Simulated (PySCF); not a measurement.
## Si3H7: geometry relaxation

The run: geometry relaxation of Si3H7, multiplicity 2, SMILES [SiH3][SiH][SiH3]. Method and program: PBE0-D3(BJ)/def2-SVP geometry optimisation, gas phase (PySCF 2.14.0).

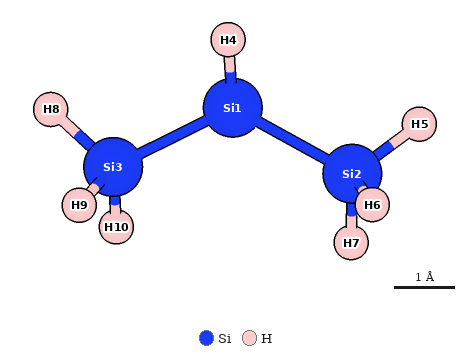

*The input geometry (ball-and-stick view, seen at a tilt; atoms are numbered from 1 in the order of the input).*

### Key numbers

- outcome: converged
- total energy: −871.988750 hartree
- ⟨S²⟩: 0.755
- dipole moment: 0.09 D
- point group: C1
- hardware: 1 CPU thread, shared host
- wall time: 67 s
- peak memory: 0.45 GiB

### Input
```
{"job": {"xc": "PBE0", "basis": "def2-SVP", "d3": "d3bj", "grid": 2, "kind": "geom", "shake": 0.01}, "charge": 0, "multiplicity": 2}
Si    -0.032216    -0.263010     0.852059
Si    -2.036599     0.072634    -0.271452
Si     2.020817    -0.150908    -0.093730
H     -0.040184     0.458356     2.151847
H     -3.162523    -0.526839     0.443049
H     -2.442119     1.465178    -0.560958
H     -1.933309    -0.592775    -1.572662
H      3.075488    -0.663814     0.827856
H      2.535281     1.171976    -0.500081
H      2.056916    -0.996383    -1.274455
```

The first line tells a small driver script what to run in PySCF; the rest is the geometry in Å.

Run as:
```bash
OMP_NUM_THREADS=1 python <driver script> task.json out
```

### The program's output
```
step   0  E = -871.98323491  max force = 0.016535
step   1  E = -871.98843278  max force = 0.004713
step   2  E = -871.98863155  max force = 0.001853
step   3  E = -871.98868916  max force = 0.000420
step   4  E = -871.98871674  max force = 0.001026
step   5  E = -871.98874242  max force = 0.000996
step   6  E = -871.98875014  max force = 0.000381
optimisation converged
```

### Trajectory as extended XYZ (Å, eV, eV/Å), 7 frames, from step=0 to step=6
```
10
Properties=species:S:1:pos:R:3:forces:R:3 step=0 energy=-23727.87241
Si   -0.0322   -0.2630    0.8521   -0.6384   0.1571   0.4475
Si   -2.0366    0.0726   -0.2715    0.2492   0.1005  -0.2054
Si    2.0208   -0.1509   -0.0937    0.8503   0.0572   0.0943
H    -0.0402    0.4584    2.1519   -0.0089   0.0380   0.2594
H    -3.1625   -0.5268    0.4430   -0.3828  -0.3348   0.4543
H    -2.4421    1.4652   -0.5610    0.1249   0.4383   0.0670
H    -1.9333   -0.5928   -1.5727    0.0736  -0.3288  -0.5300
H     3.0755   -0.6638    0.8279   -0.0919  -0.1316   0.2322
H     2.5353    1.1720   -0.5001   -0.1190   0.5084  -0.1014
H     2.0569   -0.9964   -1.2745   -0.0571  -0.5043  -0.7180
10
Properties=species:S:1:pos:R:3:forces:R:3 step=1 energy=-23728.01385
Si   -0.0461   -0.2560    0.9404   -0.1743  -0.0265   0.0646
Si   -1.9888    0.0571   -0.3010   -0.0149   0.0135   0.0172
Si    1.9984   -0.1558   -0.1236    0.2423   0.0430   0.0059
H    -0.0537    0.4580    2.2556   -0.0153   0.0089   0.0164
H    -3.1364   -0.5369    0.4457   -0.0675   0.0106   0.0143
H    -2.2768    1.5038   -0.5574   -0.0025   0.0114   0.0083
H    -1.8605   -0.6402   -1.6142    0.0398  -0.0285  -0.0325
H     3.0368   -0.6639    0.8232    0.0473  -0.0018   0.0012
H     2.3805    1.2329   -0.5337   -0.0169   0.0160  -0.0130
H     1.9882   -1.0245   -1.3336   -0.0380  -0.0468  -0.0824
10
Properties=species:S:1:pos:R:3:forces:R:3 step=2 energy=-23728.01926
Si   -0.0515   -0.2613    0.9505   -0.0485  -0.0163   0.0336
Si   -1.9922    0.0559   -0.2979   -0.0094  -0.0076  -0.0060
Si    2.0069   -0.1563   -0.1209    0.0953   0.0026  -0.0106
H    -0.0646    0.4550    2.2657   -0.0077   0.0012   0.0017
H    -3.1571   -0.5263    0.4373   -0.0066   0.0176  -0.0062
H    -2.2688    1.5042   -0.5603    0.0011   0.0010   0.0039
H    -1.8469   -0.6468   -1.6094    0.0143  -0.0056   0.0038
H     3.0626   -0.6612    0.8116   -0.0020   0.0080  -0.0167
H     2.3742    1.2351   -0.5378   -0.0146   0.0000   0.0002
H     1.9788   -1.0239   -1.3376   -0.0218  -0.0010  -0.0035
10
Properties=species:S:1:pos:R:3:forces:R:3 step=3 energy=-23728.02083
Si   -0.0545   -0.2703    0.9635    0.0183  -0.0109   0.0216
Si   -1.9876    0.0539   -0.2961    0.0067  -0.0020  -0.0149
Si    2.0070   -0.1561   -0.1191   -0.0164   0.0003  -0.0158
H    -0.0717    0.4493    2.2772   -0.0038  -0.0013  -0.0011
H    -3.1678   -0.5120    0.4275    0.0046   0.0066  -0.0035
H    -2.2491    1.5037   -0.5665    0.0031   0.0002  -0.0023
H    -1.8287   -0.6559   -1.6026   -0.0016  -0.0002   0.0062
H     3.0785   -0.6561    0.7962   -0.0020   0.0015  -0.0051
H     2.3556    1.2387   -0.5403   -0.0046   0.0005   0.0036
H     1.9598   -1.0208   -1.3385   -0.0044   0.0053   0.0113
10
Properties=species:S:1:pos:R:3:forces:R:3 step=4 energy=-23728.02158
Si   -0.0556   -0.2805    0.9768    0.0355  -0.0069   0.0150
Si   -1.9794    0.0521   -0.2954    0.0099   0.0035  -0.0129
Si    2.0013   -0.1551   -0.1185   -0.0528   0.0022  -0.0099
H    -0.0752    0.4426    2.2888   -0.0020  -0.0024  -0.0017
H    -3.1721   -0.4974    0.4196    0.0050   0.0000  -0.0009
H    -2.2248    1.5030   -0.5752    0.0042  -0.0007  -0.0053
H    -1.8131   -0.6660   -1.5964   -0.0074   0.0007   0.0039
H     3.0866   -0.6507    0.7820   -0.0001  -0.0011  -0.0011
H     2.3333    1.2433   -0.5410    0.0021   0.0004   0.0033
H     1.9404   -1.0168   -1.3394    0.0055   0.0043   0.0096
10
Properties=species:S:1:pos:R:3:forces:R:3 step=5 energy=-23728.02227
Si   -0.0561   -0.2968    0.9964    0.0285  -0.0014   0.0027
Si   -1.9655    0.0496   -0.2948    0.0049   0.0058  -0.0034
Si    1.9889   -0.1528   -0.1185   -0.0512   0.0039   0.0010
H    -0.0782    0.4312    2.3056   -0.0002  -0.0028  -0.0006
H    -3.1750   -0.4747    0.4103    0.0022  -0.0036   0.0014
H    -2.1854    1.5015   -0.5906    0.0047  -0.0010  -0.0061
H    -1.7943   -0.6824   -1.5873   -0.0082   0.0000   0.0003
H     3.0931   -0.6424    0.7615    0.0026  -0.0027   0.0015
H     2.2998    1.2508   -0.5397    0.0062   0.0002   0.0010
H     1.9142   -1.0096   -1.3416    0.0105   0.0015   0.0022
10
Properties=species:S:1:pos:R:3:forces:R:3 step=6 energy=-23728.02249
Si   -0.0559   -0.3043    1.0035    0.0096  -0.0001  -0.0043
Si   -1.9599    0.0486   -0.2947   -0.0008   0.0028   0.0023
Si    1.9824   -0.1512   -0.1189   -0.0196   0.0037   0.0042
H    -0.0782    0.4250    2.3118   -0.0002  -0.0023   0.0008
H    -3.1754   -0.4633    0.4091    0.0003  -0.0011   0.0017
H    -2.1670    1.5006   -0.5996    0.0035  -0.0005  -0.0041
H    -1.7914   -0.6912   -1.5830   -0.0043  -0.0012  -0.0001
H     3.0930   -0.6396    0.7540    0.0018  -0.0018   0.0011
H     2.2873    1.2547   -0.5369    0.0037   0.0001  -0.0001
H     1.9067   -1.0048   -1.3440    0.0059   0.0004  -0.0014
```

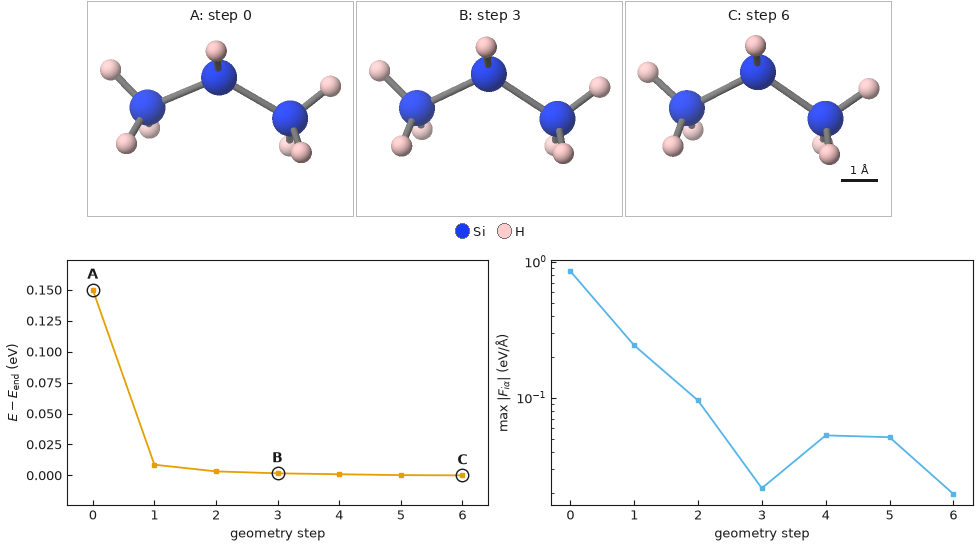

*Frames of the relaxation (ball-and-stick view, seen at a tilt) above the curves, on which the letters mark them (steps are counted from 0).*

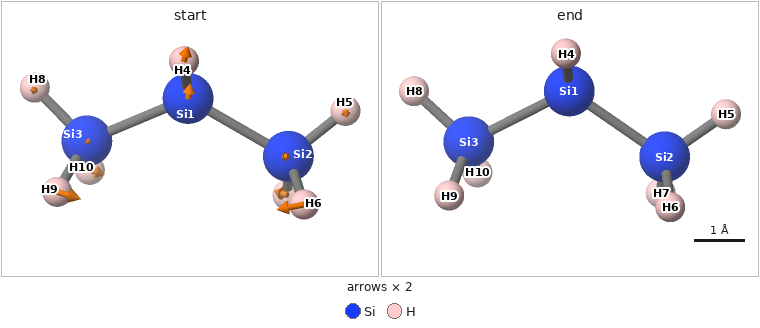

*Before (left) and after (right) the relaxation, at one scale (ball-and-stick view, seen at a tilt). The orange arrows give the displacements, magnified 2 times.*

Over 6 geometry steps the energy falls by 0.150 eV. The largest force component goes from 0.85 to 0.02 eV/Å. The largest move after the best rigid fit is that of H6, 0.28 Å. By element the largest moves are H 0.28 Å, Si 0.16 Å. Among the contacts that change: Si1–Si3 2.263 → 2.332 Å, Si3–H10 1.453 → 1.495 Å, Si2–H5 1.462 → 1.495 Å, Si2–H7 1.465 → 1.495 Å. Among the angles that change: Si2–Si1–Si3 125.0° → 115.8°, Si1–Si3–H9 118.4° → 111.9°, H8–Si3–H9 103.4° → 108.6°. (Atoms are counted from 1 in the order of the input.)
